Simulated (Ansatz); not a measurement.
The figure comes from a scan of BP (zinc blende): a phonon pattern at L = (0.5, 0.0, 0.0) is frozen into a 4-atom cell, Q being the largest atomic displacement. Computed with PBE (plane waves to 420 eV, PAW, scalar-relativistic; Ansatz, a quantum-chemistry and plane-wave program). k mesh 6×12×12 (Γ-centred), Fermi-Dirac smearing 0.05 eV. The energy includes the smearing's −TS. BP was relaxed with its symmetry unable to fall. The zero of ΔE is the undisplaced structure.

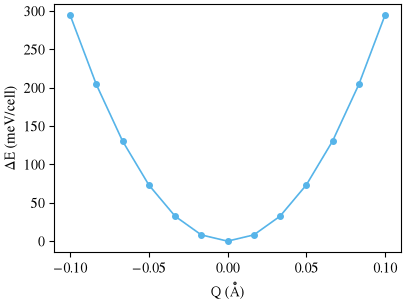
Figure. ΔE (meV/cell) against Q (Å); computed points joined by lines.

**Question.** Turn the plot into a table (rounded to what can be read).

**Answer.** To the nearest 5:

```json
[
 {"Q (Å)": "-0.100", "ΔE (meV/cell)": "295"},
 {"Q (Å)": "-0.083", "ΔE (meV/cell)": "205"},
 {"Q (Å)": "-0.067", "ΔE (meV/cell)": "130"},
 {"Q (Å)": "-0.050", "ΔE (meV/cell)": "75"},
 {"Q (Å)": "-0.033", "ΔE (meV/cell)": "35"},
 {"Q (Å)": "-0.017", "ΔE (meV/cell)": "10"},
 {"Q (Å)": "0.000", "ΔE (meV/cell)": "0"},
 {"Q (Å)": "0.017", "ΔE (meV/cell)": "10"},
 {"Q (Å)": "0.033", "ΔE (meV/cell)": "35"},
 {"Q (Å)": "0.050", "ΔE (meV/cell)": "75"},
 {"Q (Å)": "0.067", "ΔE (meV/cell)": "130"},
 {"Q (Å)": "0.083", "ΔE (meV/cell)": "205"},
 {"Q (Å)": "0.100", "ΔE (meV/cell)": "295"}
]
```

(A displaced cell: forces are minus the slopes of the energy, force constants its curvatures, and phonons follow from these.)
